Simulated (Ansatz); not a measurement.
An ideal cubic perovskite cell is held by its symmetry; such compounds can tilt or shift off centre at room temperature.

 Where the default PAW files enter, the runs use the earlier of Ansatz's two default sets.

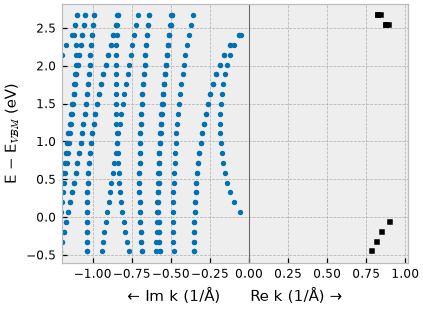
Complex bands at the centre of the two-dimensional zone; r2SCAN in Ansatz (a first-principles code)

No gap correction and no spin-orbit coupling; mid-gap values are interpolated between computed energies.

Task: This is CsPbCl3 (Pm-3m, cubic perovskite, 5 atoms a cell, 36.4 Å³ an atom) along the normal of (111). Read off the slowest decay at the centre of the two-dimensional zone at 1.24 eV, the computed energy nearest the middle of the gap.

Result: κ ≈ 0.18 1/Å, a decay length 1/(2κ) of the density of 2.7 Å.
